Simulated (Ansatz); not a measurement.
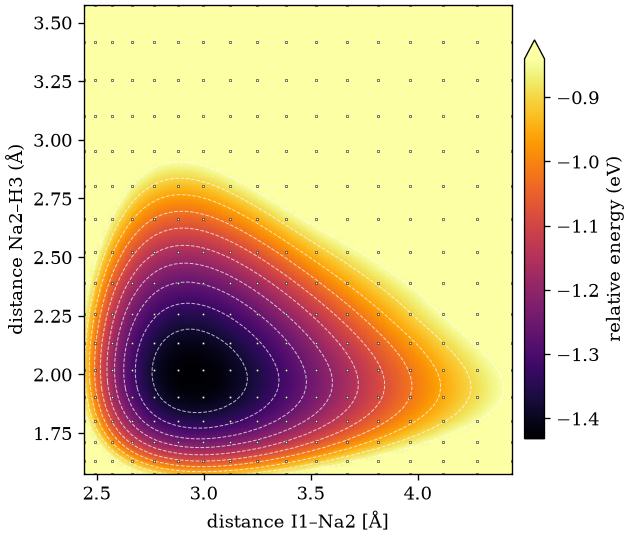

The system I⁻ + NaH. First axis: distance I1–Na2. Second axis: distance Na2–H3. Nothing is relaxed (the angle I1–Na2–H3 is fixed at 160 degrees). The scan uses a 17 × 17 grid. Energies: eV, counted from I with charge -1 far from the relaxed NaH (each part in its own basis). The reference is spin-restricted, so regions where a bond is pulled apart into radicals lie too high. Computed with Ansatz 0.2.0, RKS PBE0-D4/def2-SVPD.

In the figure: a smooth colour map with a few white contour lines, dots at the grid points, one colour for all values above the top of the scale. Between grid points the surface is interpolated.

### Estimate the position of the minimum and the force constants in these coordinates.

The interpolated minimum is at distance I1–Na2 ≈ 2.954 Å, distance Na2–H3 ≈ 1.996 Å. The curvatures there are about 2.2 eV/Å² and 3.4 eV/Å², with a cross term of about 0.2 eV/Å². Round the minimum the two coordinates are weakly coupled (coupling 0.08 in units of the two stiffnesses).
